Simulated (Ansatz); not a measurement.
## Electronic structure of BF2Si2 (SMILES FB1[Si]=[Si]1F) (doublet) in real space

```csv
atom,x (Å),y (Å),z (Å)
B,-0.7323,2.3941,-1.6481
F,-1.6124,2.4202,-2.6186
F,2.4276,1.1031,-1.4337
Si,-0.3336,2.9112,0.2357
Si,1.0403,1.8475,-1.0427
```

Geometry: r2SCAN-D4/def2-SVP.

Theory: isolated molecule in a Gaussian basis; Kohn-Sham density functional theory, functional PBE0 in Ansatz 0.2.0.

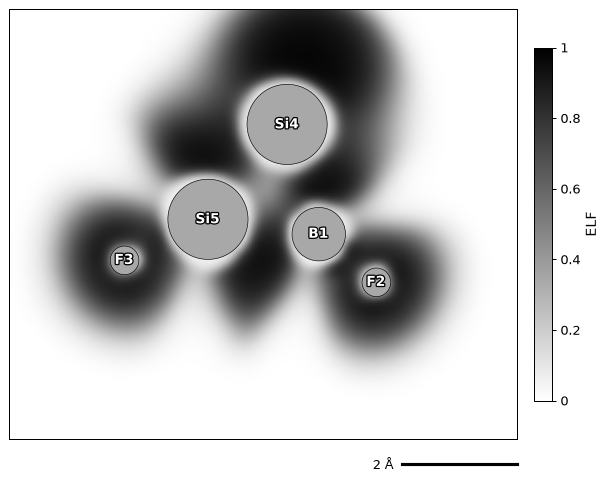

Figure 1. ELF on the molecular plane. Grey discs cover the atomic cores.

> What does the map show?

Atoms in the plane: B, F and Si. B–F (1.31 Å): the ELF peaks at about 0.85 between the atoms; a shared but strongly polarised pair. Si–F (1.62 Å): the ELF peaks at about 0.85 in the valence shell of F, 0.6 Å from its nucleus, and is about 0.50 at the midpoint. Si–B (1.95 Å): the ELF peaks at about 0.80 between the atoms (a covalent bond). Si–Si (2.16 Å): the ELF peaks at about 0.65 between the atoms. Si–B (1.99 Å): the ELF peaks at about 0.90 between the atoms (a covalent bond). The ELF also peaks beside F2, F3 and Si4, away from the bonds: non-bonding electrons, paired or unpaired.

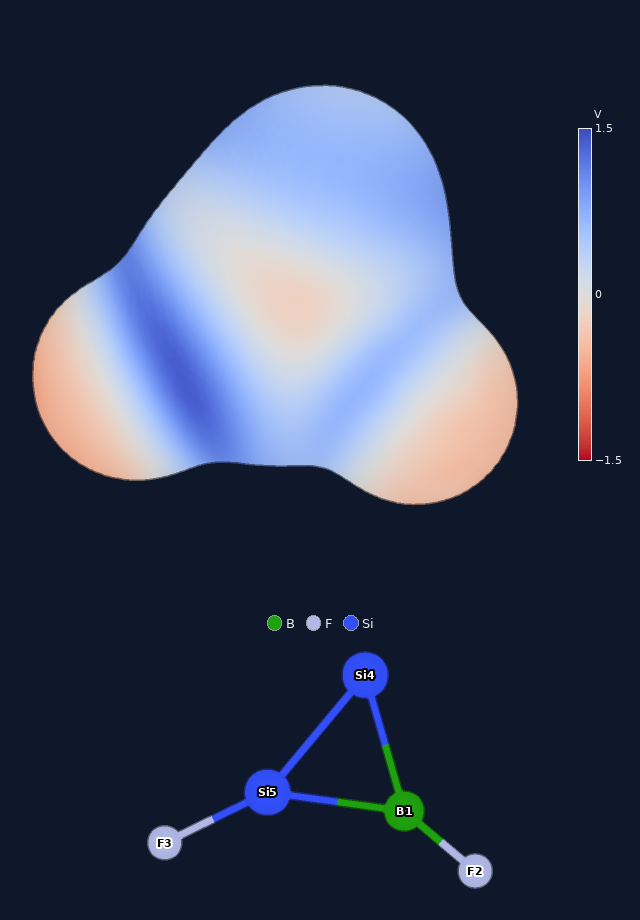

Figure 2. The molecular electrostatic potential painted on the density surface at 0.002 e/bohr³, seen across its widest extent; red is negative and blue positive. The bare structure is drawn below in the same view.

> Describe the electrostatic potential map.

The most negative region (about −0.6 V) lies over F3, the most positive (about +1.4 V) over Si5.

> How polar is the molecule by this calculation?

Its dipole moment is 0.83 D.

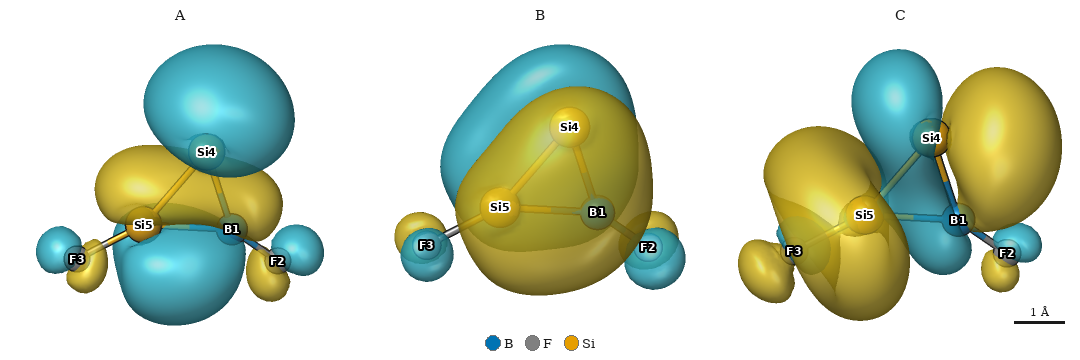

Figure 3. Three frontier orbitals at ±0.06 Å⁻³ᐟ² (yellow and cyan are the two phases), in no order.

> Which picture is the HOMO−1, the HOMO and the LUMO? All are α orbitals.

B is the HOMO−1 (α) (−7.03 eV). Its weight (Hirshfeld) is mainly on Si4 (about 40 %), Si5 (about 35 %) and B1 (about 20 %); it changes sign across the molecular plane (π type); π-bonding across B1–Si4, B1–Si5 and Si4–Si5. A is the HOMO (α) (−6.51 eV). By Hirshfeld shares it lies mainly on Si4 (about 45 %), Si5 (about 30 %) and B1 (about 20 %); it is symmetric in the molecular plane (an in-plane orbital: σ, lone-pair or in-plane π type). C is the LUMO (α) (−1.94 eV). By Hirshfeld shares it lies mainly on Si5 (about 45 %), Si4 (about 30 %), B1 (about 15 %) and F3 (about 10 %); it is symmetric in the molecular plane (an in-plane orbital: σ, lone-pair or in-plane π type).

> What is the gap between the highest occupied and lowest empty α orbitals?

4.57 eV between the orbital energies.
